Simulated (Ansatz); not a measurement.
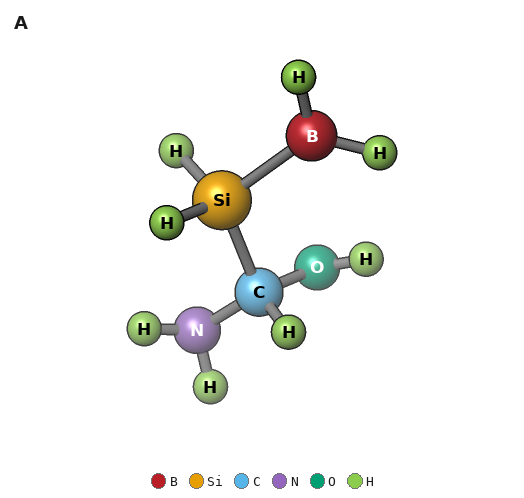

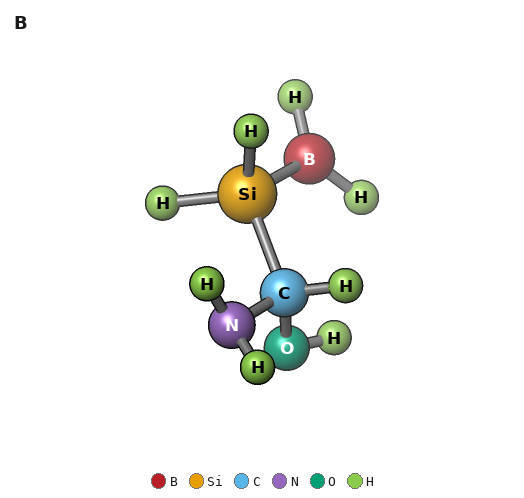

Distant atoms are faded towards the background colour. Computed geometry: PBE0-D4/def2-TZVP optimisation. No frequency run is at hand to confirm it as a minimum.

Are A and B the same structure? If not, how do they differ?

Yes. They are the same structure, CH8BNOSi (B[SiH2][C@@H](N)O), seen from two directions: a rotation takes one into the other. The geometry is chiral (C1), so its mirror image would differ.
